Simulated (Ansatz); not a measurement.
**Ta, response to strain**

The reference is Ta in the bcc (W type) structure (space group Im-3m, No. 229; a = 3.320 Å; relaxed with 0.1 eV smearing).

Strains are applied to the cell and any free atomic positions relax.

Computed with DFT with PBE, PAW potentials and a 420 eV plane-wave cutoff in Ansatz (a first-principles code), no spin-orbit coupling.

Notes on the quantities. energy relative to the base: free energy F.

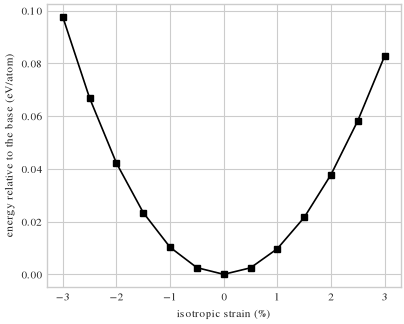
*Energy relative to the base against isotropic strain*

Question: From the plot, what is the energy relative to the base for isotropic strain −0.50 %?

Answer: About 0.003 eV/atom.

Question: Is the trend monotonic over the range shown?

Answer: No, it turns within the range, spanning 0 meV/atom to +98 meV/atom.

No phonon test of stability was made. The final runs are not spin-polarised.
